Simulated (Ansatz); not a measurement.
**Na (bcc, W type), frozen-phonon scan**

Na (bcc, W type)

```
CELL_PARAMETERS angstrom
     -4.19680     4.19680     4.19680
      2.09840    -2.09840     2.09840
      2.09840     2.09840    -2.09840
ATOMIC_POSITIONS crystal
  Na 0.00000 0.00000 0.00000
  Na 0.50000 0.00000 0.00000
```

The atoms are displaced by Q × the pattern below (from a DFPT mode at N = (0.5, 0.0, 0.0), largest move 1; Q in Å), at fixed cell. (q is in reciprocal vectors of the primitive cell; the cell shown is doubled to hold the pattern.)

| atom | x | y | z |
|---|---|---|---|
| Na1 | 1.000 | 0.000 | 0.000 |
| Na2 | -1.000 | 0.000 | 0.000 |

The numbers are results of PBE (plane waves to 420 eV, PAW, scalar-relativistic; Ansatz, a first-principles code), not measurements. k mesh 8×16×16 (Γ-centred), Fermi-Dirac smearing 0.05 eV. E stands for the smeared free energy. With partly filled bands, energies and forces of such displacements shift with the k mesh and the smearing. Na was relaxed with its symmetry unable to fall. The PAW data are Ansatz's earlier set. The zero of ΔE is the undisplaced structure.

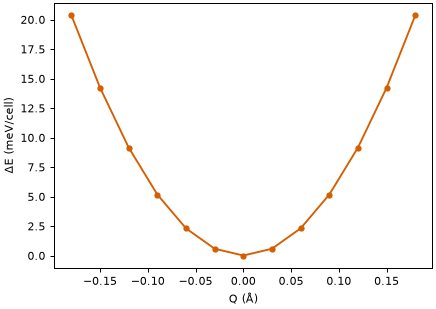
Figure: ΔE (meV/cell) against Q (Å); one marker a computed point.

The energy at Q = 0.180 Å comes out as 20.4 meV/cell. Harmonic wavenumber from the curvature (finite differences): 87 cm⁻¹. Shape of the curve: a single well with its minimum at or next to zero displacement. Space group of the distorted cell: Cmcm (No. 63), lowered from Im-3m. Wavenumber by perturbation theory (DFPT, on another k mesh): 87 cm⁻¹.

E″ = 1.28 eV/Å², M = Σ mᵢ|uᵢ|² = 46.0 u, ν̃ = 521.5·√(|E″|/M).

(For displaced atoms, the force is minus the slope of the energy, and its curvature is a force constant, which sets phonon frequencies.)
